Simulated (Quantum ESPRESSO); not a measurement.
# arsenene, 1 layer, rectangular cell, stepped through strain along the second axis, part 3 of 5

Wanted: a table for arsenene, 1 layer, rectangular cell against strain along the second axis, and what can be fitted to it.

Quantum ESPRESSO 7.5; plane-wave DFT, PBE, GBRV ultrasoft pseudopotentials.

So far. Step 2 (Relaxing cell and ions of the reference):  The last row is no step: it is a fresh SCF in the final cell with a new plane-wave basis, -0 meV from the row before. Step 3 (Relaxation with pw.x, -4 %): The relaxation lowers the energy by 2 meV an atom.

## 5. Electrostatic potential, -4 %

plot_num = 11 writes the bare and Hartree potential, from which vacuum levels or, in a crystal, the mean potential are read.

The input, m0.pot.in:

```
&inputpp
  prefix = 'm0.scf'
  outdir = './out'
  filplot = 'm0.pot.dat'
  plot_num = 11
/
```

Run with:

```console
> OMP_NUM_THREADS=1 mpirun -n 4 pp.x -in m0.pot.in > m0.pot.out
```

The program printed:

```text
[banner, memory and clock lines left out]
Program POST-PROC v.7.5 starts

          URL

     ./out/m0.scf.save/

     IMPORTANT: XC functional enforced from input :
     Exchange-correlation= PBE
                           (   1   4   3   4   0   0   0)
     Any further DFT definition will be discarded
     Please, verify this is what you really want

     negative rho (up, down):  3.869E-04 0.000E+00

     Calling punch_plot, plot_num =  11
     Writing data to file  m0.pot.dat
     Message from routine chdens:
     namelist plot not found or invalid, exiting
```

The job ended after 0.96 s (4 MPI ranks of Arm Neoverse V1, shared host; peak memory 0.12 GiB).

Numbers from this step:

- slope of the potential above: 3.87e-4 eV/Å
- upper vacuum line continued to the top atoms, over the valence top: 4.903 eV
- slope of the potential below: -2.06e-4 eV/Å
- lower vacuum line continued to the bottom atoms, over the valence top: 4.904 eV
- vacuum level at the upper face over the valence top of the mesh: 4.905 eV
- vacuum level at the lower face over the valence top of the mesh: 4.905 eV

Electrostatic potential energy of an electron; zero at the highest filled level of the SCF mesh. Potential energy, planar mean against z:

```tsv
z (Å)	potential energy, planar mean (eV)
0	4.91
2	4.91
4	4.90
6	4.19
8	0.755
10	2.77
12	4.90
14	4.91
16	4.91
```

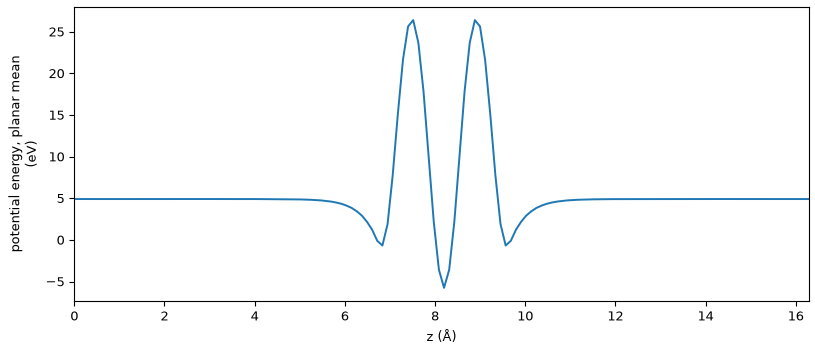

Potential energy, planar mean, plotted against z.

## 6. Band structure, -4 %

Bands along a path place the edges.

The input, m0.bands.in:

```
&control
  prefix = 'm0.bands'
  outdir = './out'
  pseudo_dir = './pseudo'
  calculation = 'bands'
/
&system
  ibrav = 0
  nat = 4
  ntyp = 1
  ecutwfc = 40
  ecutrho = 200
  occupations = 'smearing'
  smearing = 'fd'
  degauss = 0.002
  nbnd = 16
/
&electrons
  conv_thr = 1e-07
  mixing_beta = 0.4
  electron_maxstep = 120
  mixing_mode = 'plain'
/
ATOMIC_SPECIES
  As  74.9216  as_pbe_v1.uspp.F.UPF
CELL_PARAMETERS angstrom
  3.61112093400000 0.00000000000000 0.00000000000000
  0.00000000000000 6.00292240800000 0.00000000000000
  0.00000000000000 0.00000000000000 16.40000000000000
ATOMIC_POSITIONS crystal
  As  0.500000000000 0.168321400100 0.456793105500
  As  0.000000000000 0.668321382400 0.456793098100
  As  0.999999999900 0.331678617700 0.543206901900
  As  0.500000000000 0.831678599900 0.543206894500
K_POINTS crystal_b
5
  0.0000000000 0.0000000000 0.0000000000 12
  0.5000000000 0.0000000000 0.0000000000 12
  0.5000000000 0.5000000000 0.0000000000 12
  0.0000000000 0.5000000000 0.0000000000 12
  0.0000000000 0.0000000000 0.0000000000 1
```

Run with:

```console
> cp -r out/m0.scf.save out/m0.bands.save
> cp out/m0.scf.xml out/m0.bands.xml
> OMP_NUM_THREADS=1 mpirun -n 4 pw.x -nk 4 -in m0.bands.in > m0.bands.out
```

The program printed:

```text
[banner, memory and clock lines left out]
Program PWSCF v.7.5 starts

          URL

     Atomic positions and unit cell read from directory:
     ./out/m0.bands.save/

     Found identity + (  0.5000  0.5000 -0.0000) symmetry
     This is a supercell, fractional translations are disabled
     Message from routine setup:
     using ibrav=0 with symmetry is DISCOURAGED, use correct ibrav instead

     G-vector sticks info

     bravais-lattice index     =            0
     lattice parameter (alat)  =       6.8240  a.u.
     unit-cell volume          =    2399.0827 (a.u.)^3
     number of atoms/cell      =            4
     number of atomic types    =            1
     number of electrons       =        20.00
     number of Kohn-Sham states=           16
     kinetic-energy cutoff     =      40.0000  Ry
     charge density cutoff     =     200.0000  Ry
     Exchange-correlation= SLA  PW   PBE  PBE
                           (   1   4   3   4   0   0   0)

     celldm(1)=   6.824030  celldm(2)=   0.000000  celldm(3)=   0.000000
     celldm(4)=   0.000000  celldm(5)=   0.000000  celldm(6)=   0.000000

     crystal axes: (cart. coord. in units of alat)
               a(1) = (   1.000000   0.000000   0.000000 )
               a(2) = (   0.000000   1.662343   0.000000 )
               a(3) = (   0.000000   0.000000   4.541526 )

     reciprocal axes: (cart. coord. in units 2 pi/alat)
               b(1) = (  1.000000  0.000000  0.000000 )
               b(2) = (  0.000000  0.601560  0.000000 )
               b(3) = (  0.000000  0.000000  0.220190 )

     PseudoPot. # 1 for As read from file:
     ./pseudo/as_pbe_v1.uspp.F.UPF
     Pseudo is Ultrasoft + core correction, Zval =  5.0
     Generated by new atomic code, or converted to UPF format
     Using radial grid of  875 points,  6 beta functions with:
                l(1) =   0
                l(2) =   0
                l(3) =   1
                l(4) =   1
                l(5) =   2
                l(6) =   2
     Q(r) pseudized with  8 coefficients,  rinner =    1.300   1.300   1.300
                                                       1.300   1.300

     atomic species   valence    mass     pseudopotential
     As                5.00    74.92160     As( 1.00)

      4 Sym. Ops., with inversion, found

   Cartesian axes

     site n.     atom                  positions (alat units)
         1        As     tau(   1) = (   0.5000000   0.2798079   2.0745378  )
         2        As     tau(   2) = (   0.0000000   1.1109795   2.0745378  )
         3        As     tau(   3) = (   1.0000000   0.5513637   2.4669883  )
         4        As     tau(   4) = (   0.5000000   1.3825353   2.4669883  )

     number of k points=    49  Fermi-Dirac smearing, width (Ry)=  0.0020
                       cart. coord. in units 2pi/alat
        k(    1) = (   0.0000000   0.0000000   0.0000000), wk =   0.0408163
        k(    2) = (   0.0416667   0.0000000   0.0000000), wk =   0.0408163
        k(    3) = (   0.0833333   0.0000000   0.0000000), wk =   0.0408163
        k(    4) = (   0.1250000   0.0000000   0.0000000), wk =   0.0408163
        k(    5) = (   0.1666667   0.0000000   0.0000000), wk =   0.0408163
        k(    6) = (   0.2083333   0.0000000   0.0000000), wk =   0.0408163
        k(    7) = (   0.2500000   0.0000000   0.0000000), wk =   0.0408163
        k(    8) = (   0.2916667   0.0000000   0.0000000), wk =   0.0408163
        k(    9) = (   0.3333333   0.0000000   0.0000000), wk =   0.0408163
        k(   10) = (   0.3750000   0.0000000   0.0000000), wk =   0.0408163
        k(   11) = (   0.4166667   0.0000000   0.0000000), wk =   0.0408163
        k(   12) = (   0.4583333   0.0000000   0.0000000), wk =   0.0408163
        k(   13) = (   0.5000000   0.0000000   0.0000000), wk =   0.0408163
        k(   14) = (   0.5000000   0.0250650   0.0000000), wk =   0.0408163
        k(   15) = (   0.5000000   0.0501300   0.0000000), wk =   0.0408163
        k(   16) = (   0.5000000   0.0751951   0.0000000), wk =   0.0408163
        k(   17) = (   0.5000000   0.1002601   0.0000000), wk =   0.0408163
        k(   18) = (   0.5000000   0.1253251   0.0000000), wk =   0.0408163
        k(   19) = (   0.5000000   0.1503901   0.0000000), wk =   0.0408163
        k(   20) = (   0.5000000   0.1754551   0.0000000), wk =   0.0408163
        k(   21) = (   0.5000000   0.2005202   0.0000000), wk =   0.0408163
        k(   22) = (   0.5000000   0.2255852   0.0000000), wk =   0.0408163
        k(   23) = (   0.5000000   0.2506502   0.0000000), wk =   0.0408163
        k(   24) = (   0.5000000   0.2757152   0.0000000), wk =   0.0408163
        k(   25) = (   0.5000000   0.3007802   0.0000000), wk =   0.0408163
        k(   26) = (   0.4583333   0.3007802   0.0000000), wk =   0.0408163
        k(   27) = (   0.4166667   0.3007802   0.0000000), wk =   0.0408163
        k(   28) = (   0.3750000   0.3007802   0.0000000), wk =   0.0408163
        k(   29) = (   0.3333333   0.3007802   0.0000000), wk =   0.0408163
        k(   30) = (   0.2916667   0.3007802   0.0000000), wk =   0.0408163
        k(   31) = (   0.2500000   0.3007802   0.0000000), wk =   0.0408163
        k(   32) = (   0.2083333   0.3007802   0.0000000), wk =   0.0408163
        k(   33) = (   0.1666667   0.3007802   0.0000000), wk =   0.0408163
        k(   34) = (   0.1250000   0.3007802   0.0000000), wk =   0.0408163
        k(   35) = (   0.0833333   0.3007802   0.0000000), wk =   0.0408163
        k(   36) = (   0.0416667   0.3007802   0.0000000), wk =   0.0408163
        k(   37) = (   0.0000000   0.3007802   0.0000000), wk =   0.0408163
        k(   38) = (   0.0000000   0.2757152   0.0000000), wk =   0.0408163
        k(   39) = (   0.0000000   0.2506502   0.0000000), wk =   0.0408163
        k(   40) = (   0.0000000   0.2255852   0.0000000), wk =   0.0408163
        k(   41) = (   0.0000000   0.2005202   0.0000000), wk =   0.0408163
        k(   42) = (   0.0000000   0.1754551   0.0000000), wk =   0.0408163
        k(   43) = (   0.0000000   0.1503901   0.0000000), wk =   0.0408163
        k(   44) = (   0.0000000   0.1253251   0.0000000), wk =   0.0408163
        k(   45) = (   0.0000000   0.1002601   0.0000000), wk =   0.0408163
        k(   46) = (   0.0000000   0.0751951   0.0000000), wk =   0.0408163
        k(   47) = (   0.0000000   0.0501300   0.0000000), wk =   0.0408163
        k(   48) = (   0.0000000   0.0250650   0.0000000), wk =   0.0408163
        k(   49) = (   0.0000000   0.0000000   0.0000000), wk =   0.0408163

     Dense  grid:   114667 G-vectors     FFT dimensions: (  32,  54, 144)

     Smooth grid:    82043 G-vectors     FFT dimensions: (  27,  45, 125)

     The potential is recalculated from file :
[...]
-14.1420 -13.4634 -11.3783 -10.7390  -6.4599  -5.8432  -5.6850  -5.2794
    -3.7781  -3.3403  -0.1375   0.4173   0.8194   1.3132   2.7653   2.8985

          k = 0.5000 0.0000 0.0000 ( 10234 PWs)   bands (ev):

   -13.8069 -13.8069 -11.0566 -11.0566  -6.1771  -6.1771  -5.5061  -5.5061
    -3.5495  -3.5495   0.1248   0.1248   1.0462   1.0462   2.8645   2.8645

          k = 0.5000 0.0251 0.0000 ( 10270 PWs)   bands (ev):

   -13.8041 -13.8041 -11.0659 -11.0659  -6.1748  -6.1748  -5.4845  -5.4845
    -3.5612  -3.5612   0.1296   0.1296   1.0613   1.0613   2.8140   2.8140

          k = 0.5000 0.0501 0.0000 ( 10266 PWs)   bands (ev):

   -13.7959 -13.7959 -11.0929 -11.0929  -6.1676  -6.1676  -5.4208  -5.4208
    -3.5951  -3.5951   0.1431   0.1431   1.1049   1.1049   2.6703   2.6703

          k = 0.5000 0.0752 0.0000 ( 10254 PWs)   bands (ev):

   -13.7826 -13.7826 -11.1356 -11.1356  -6.1551  -6.1551  -5.3186  -5.3186
    -3.6483  -3.6483   0.1629   0.1629   1.1717   1.1717   2.4554   2.4554

          k = 0.5000 0.1003 0.0000 ( 10262 PWs)   bands (ev):

   -13.7648 -13.7648 -11.1907 -11.1907  -6.1373  -6.1373  -5.1829  -5.1829
    -3.7166  -3.7166   0.1853   0.1853   1.2475   1.2475   2.2035   2.2035

          k = 0.5000 0.1253 0.0000 ( 10268 PWs)   bands (ev):

   -13.7435 -13.7435 -11.2543 -11.2543  -6.1147  -6.1147  -5.0203  -5.0203
    -3.7948  -3.7948   0.2060   0.2060   1.2927   1.2927   1.9739   1.9739

          k = 0.5000 0.1504 0.0000 ( 10268 PWs)   bands (ev):

   -13.7197 -13.7197 -11.3219 -11.3219  -6.0883  -6.0883  -4.8382  -4.8382
    -3.8774  -3.8774   0.2189   0.2189   1.2188   1.2188   1.8721   1.8721

          k = 0.5000 0.1755 0.0000 ( 10268 PWs)   bands (ev):

   -13.6951 -13.6950 -11.3891 -11.3891  -6.0598  -6.0598  -4.6459  -4.6459
    -3.9589  -3.9589   0.2134   0.2134   1.0213   1.0213   1.9207   1.9207

          k = 0.5000 0.2005 0.0000 ( 10286 PWs)   bands (ev):

   -13.6711 -13.6711 -11.4516 -11.4516  -6.0313  -6.0312  -4.4553  -4.4553
    -4.0333  -4.0333   0.1706   0.1706   0.8162   0.8162   2.0276   2.0276

          k = 0.5000 0.2256 0.0000 ( 10294 PWs)   bands (ev):

   -13.6497 -13.6497 -11.5052 -11.5052  -6.0051  -6.0051  -4.2842  -4.2842
    -4.0916  -4.0916   0.0737   0.0737   0.6782   0.6782   2.1397   2.1397

          k = 0.5000 0.2507 0.0000 ( 10280 PWs)   bands (ev):

   -13.6328 -13.6328 -11.5464 -11.5464  -5.9839  -5.9839  -4.1914  -4.1914
    -4.0874  -4.0874  -0.0533  -0.0533   0.6133   0.6133   2.2331   2.2331

          k = 0.5000 0.2757 0.0000 ( 10292 PWs)   bands (ev):

   -13.6219 -13.6218 -11.5724 -11.5724  -5.9701  -5.9701  -4.2018  -4.2018
    -4.0101  -4.0101  -0.1554  -0.1554   0.5891   0.5891   2.2941   2.2941

          k = 0.5000 0.3008 0.0000 ( 10308 PWs)   bands (ev):

   -13.6181 -13.6181 -11.5812 -11.5812  -5.9653  -5.9653  -4.2102  -4.2102
    -3.9778  -3.9778  -0.1937  -0.1937   0.5832   0.5832   2.3153   2.3153

          k = 0.4583 0.3008 0.0000 ( 10266 PWs)   bands (ev):

   -13.6762 -13.6762 -11.5087 -11.5087  -5.9921  -5.9921  -4.2041  -4.2041
    -3.9522  -3.9522  -0.1975  -0.1975   0.6322   0.6322   2.2948   2.2948

          k = 0.4167 0.3008 0.0000 ( 10246 PWs)   bands (ev):

   -13.8271 -13.8271 -11.3167 -11.3167  -6.0559  -6.0559  -4.2374  -4.2374
    -3.8363  -3.8363  -0.2077  -0.2077   0.7799   0.7799   2.2298   2.2298

          k = 0.3750 0.3008 0.0000 ( 10268 PWs)   bands (ev):

   -14.0271 -14.0271 -11.0555 -11.0555  -6.1217  -6.1217  -4.3273  -4.3273
    -3.6392  -3.6392  -0.2127  -0.2127   1.0191   1.0191   2.1172   2.1172

          k = 0.3333 0.3008 0.0000 ( 10246 PWs)   bands (ev):

   -14.2424 -14.2424 -10.7699 -10.7699  -6.1558  -6.1558  -4.4427  -4.4427
    -3.4160  -3.4160  -0.1873  -0.1873   1.3239   1.3239   1.9657   1.9657

          k = 0.2917 0.3008 0.0000 ( 10244 PWs)   bands (ev):

   -14.4526 -14.4526 -10.4939 -10.4939  -6.1337  -6.1337  -4.5583  -4.5583
    -3.2095  -3.2095  -0.1047  -0.1047   1.5955   1.5956   1.8487   1.8487

          k = 0.2500 0.3008 0.0000 ( 10236 PWs)   bands (ev):

   -14.6465 -14.6464 -10.2523 -10.2523  -6.0450  -6.0450  -4.6506  -4.6506
    -3.0475  -3.0475   0.0475   0.0475   1.4767   1.4767   2.0830   2.0830

          k = 0.2083 0.3008 0.0000 ( 10232 PWs)   bands (ev):

   -14.8171 -14.8171 -10.0603 -10.0603  -5.9021  -5.9021  -4.6893  -4.6893
    -2.9408  -2.9408   0.2387   0.2387   1.2462   1.2462   2.3385   2.3385

          k = 0.1667 0.3008 0.0000 ( 10210 PWs)   bands (ev):

   -14.9605 -14.9604  -9.9214  -9.9214  -5.7510  -5.7510  -4.6291  -4.6291
    -2.8839  -2.8839   0.3086   0.3086   1.1286   1.1286   2.4418   2.4418

          k = 0.1250 0.3008 0.0000 ( 10204 PWs)   bands (ev):

   -15.0740 -15.0740  -9.8297  -9.8297  -5.6493  -5.6493  -4.4328  -4.4328
    -2.8633  -2.8633   0.0559   0.0559   1.3050   1.3050   2.3980   2.3980

          k = 0.0833 0.3008 0.0000 ( 10208 PWs)   bands (ev):

   -15.1561 -15.1561  -9.7747  -9.7747  -5.6079  -5.6079  -4.1337  -4.1337
    -2.8664  -2.8664  -0.3447  -0.3447   1.6038   1.6038   2.2968   2.2968

          k = 0.0417 0.3008 0.0000 ( 10216 PWs)   bands (ev):

   -15.2057 -15.2057  -9.7462  -9.7462  -5.5980  -5.5980  -3.8415  -3.8415
    -2.8836  -2.8836  -0.6965  -0.6965   1.8731   1.8731   2.1932   2.1932

          k = 0.0000 0.3008 0.0000 ( 10234 PWs)   bands (ev):

   -15.2223 -15.2223  -9.7375  -9.7375  -5.5970  -5.5970  -3.7117  -3.7116
    -2.8962  -2.8962  -0.8411  -0.8411   2.0259   2.0259   2.1064   2.1064

          k = 0.0000 0.2757 0.0000 ( 10232 PWs)   bands (ev):

   -15.3625 -15.0715  -9.8119  -9.6896  -5.8030  -5.3496  -3.8359  -3.5803
    -2.9248  -2.8928  -0.9389  -0.7103   1.9789   1.9948   2.0425   2.1783

          k = 0.0000 0.2507 0.0000 ( 10231 PWs)   bands (ev):

   -15.4916 -14.9108  -9.9160  -9.6636  -5.9635  -5.0661  -3.9518  -3.4430
    -2.9823  -2.9084  -0.9994  -0.5535   1.8173   1.9474   2.0471   2.1804

          k = 0.0000 0.2256 0.0000 ( 10233 PWs)   bands (ev):

   -15.6092 -14.7410 -10.0505  -9.6544  -6.0775  -4.7530  -4.0588  -3.3016
    -3.0689  -2.9367  -1.0226  -0.3790   1.6402   1.8830   2.0424   2.1170

          k = 0.0000 0.2005 0.0000 ( 10227 PWs)   bands (ev):

   -15.7151 -14.5633 -10.2132  -9.6572  -6.1467  -4.4168  -4.1559  -3.1807
    -3.1580  -2.9721  -1.0128  -0.1962   1.4607   1.8023   2.0043   2.0309

          k = 0.0000 0.1755 0.0000 ( 10215 PWs)   bands (ev):

   -15.8090 -14.3792 -10.3992  -9.6679  -6.1759  -4.2427  -4.0641  -3.3107
    -3.0148  -3.0100  -0.9769  -0.0168   1.2877   1.7077   1.8586   2.0153

          k = 0.0000 0.1504 0.0000 ( 10231 PWs)   bands (ev):

   -15.8907 -14.1910 -10.6017  -9.6829  -6.1718  -4.3187  -3.7022  -3.4510
    -3.0464  -2.8753  -0.9229   0.1428   1.1270   1.6034   1.6960   1.9976

          k = 0.0000 0.1253 0.0000 ( 10237 PWs)   bands (ev):

   -15.9601 -14.0022 -10.8122  -9.6995  -6.1428  -4.3836  -3.5933  -3.3436
    -3.0736  -2.7434  -0.8588   0.2556   0.9828   1.4954   1.5417   1.9798

          k = 0.0000 0.1003 0.0000 ( 10239 PWs)   bands (ev):

   -16.0170 -13.8181 -11.0206  -9.7156  -6.0977  -4.4371  -3.7293  -3.1400
    -2.9471  -2.6238  -0.7919   0.2839   0.8584   1.3908   1.4347   1.9632

          k = 0.0000 0.0752 0.0000 ( 10235 PWs)   bands (ev):

   -16.0614 -13.6470 -11.2145  -9.7297  -6.0464  -4.4788  -3.8500  -3.1513
    -2.6192  -2.5219  -0.7294   0.2058   0.7566   1.2974   1.4035   1.9492

          k = 0.0000 0.0501 0.0000 ( 10237 PWs)   bands (ev):

   -16.0931 -13.5019 -11.3780  -9.7405  -5.9990  -4.5088  -3.9462  -3.1674
    -2.4435  -2.3213  -0.6781   0.0568   0.6804   1.2233   1.4275   1.9386

          k = 0.0000 0.0251 0.0000 ( 10215 PWs)   bands (ev):

   -16.1121 -13.4013 -11.4906  -9.7472  -5.9655  -4.5268  -4.0088  -3.1780
    -2.3939  -2.1024  -0.6442  -0.0878   0.6329   1.1755   1.4624   1.9319

          k = 0.0000 0.0000 0.0000 ( 10217 PWs)   bands (ev):

   -16.1185 -13.3647 -11.5313  -9.7495  -5.9533  -4.5328  -4.0306  -3.1816
    -2.3769  -2.0188  -0.6323  -0.1490   0.6167   1.1590   1.4774   1.9297

     XML data file, pseudopotentials, collected wavefunctions

                                        0.00s GPU  (     471 calls)
```

It took 38 s on 4 MPI ranks; peak memory 0.4 GiB; 2.5 min of CPU time.

Read from the output:

- conduction bottom, on the run's zero: -1.023 eV
- gap by band count: 0.9962 eV

Band numbers count within the set of bands kept for display. Electronic bands along the path, in eV, zero at the highest filled level of the SCF mesh; v1 is the highest filled band, c1 the lowest empty one:

```tsv
point	v4	v3	v2	v1	c1	c2	c3	c4
Γ	-2.01	-1.16	-0.36	0.00	1.39	1.87	2.64	3.18
X	-3.49	-3.49	-1.53	-1.53	2.14	2.14	3.06	3.06
S	-2.19	-2.19	-1.96	-1.96	1.82	1.82	2.60	2.60
Y	-1.69	-1.69	-0.88	-0.88	1.18	1.18	4.04	4.04
Γ	-2.01	-1.16	-0.36	0.00	1.39	1.87	2.64	3.18
```

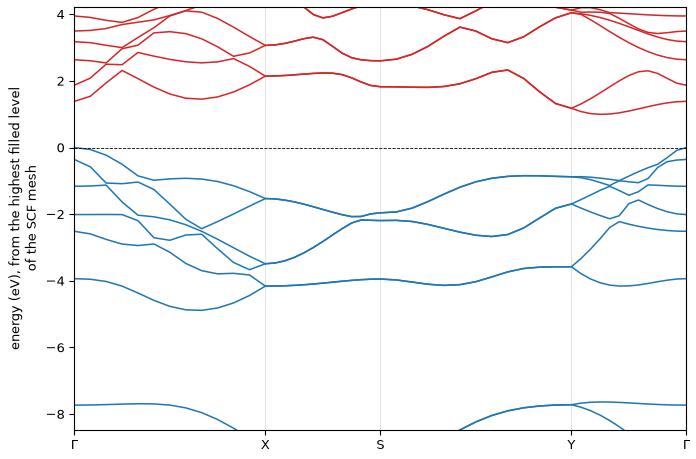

Electronic bands along the path; lines of filled and empty bands in two colours.

Along this path the valence top lies at Γ and the conduction bottom near Y.

(Continued in part 4 of 5.)

[Logs are printed without paths, hosts, clocks, repeated set-up lines and the standing remarks that a program may print on its own settings, such as how far it seeks lower states.]

[Hosts, paths, dates, database ids (printed as entryN), source tags and the programs' standing remarks are cut or masked in the printed files.]

[Maps of the electrostatic potential energy from Ansatz leave out the sawtooth potential of an applied field or a dipole correction, so their vacuum need not be flat; planar profiles and work functions include it.]
